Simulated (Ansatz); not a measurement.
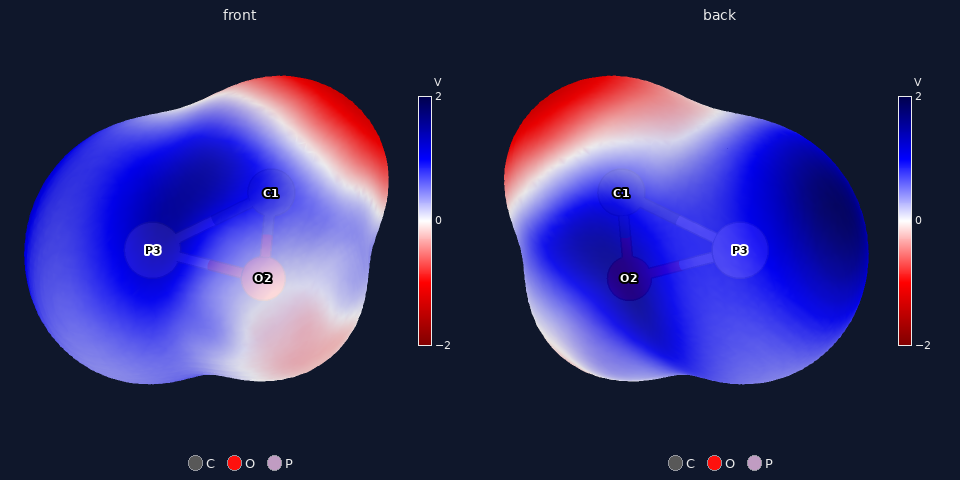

*COP (doublet). The electrostatic potential painted on the density surface at 0.004 e/bohr³, seen from the front and from behind; red is negative and blue positive.*

Geometry: B3LYP-D4/def2-TZVP.

Computed with Ansatz 0.2.0, isolated molecule in a Gaussian basis; Kohn-Sham density functional theory, functional PBE0.

Q: Where is the surface potential most negative and most positive?

A: The most negative region (about −1.3 V) lies over C1, the most positive (about +1.9 V) over P3.

Q: What dipole moment does the calculation give?

A: Its dipole moment is 1.32 D.
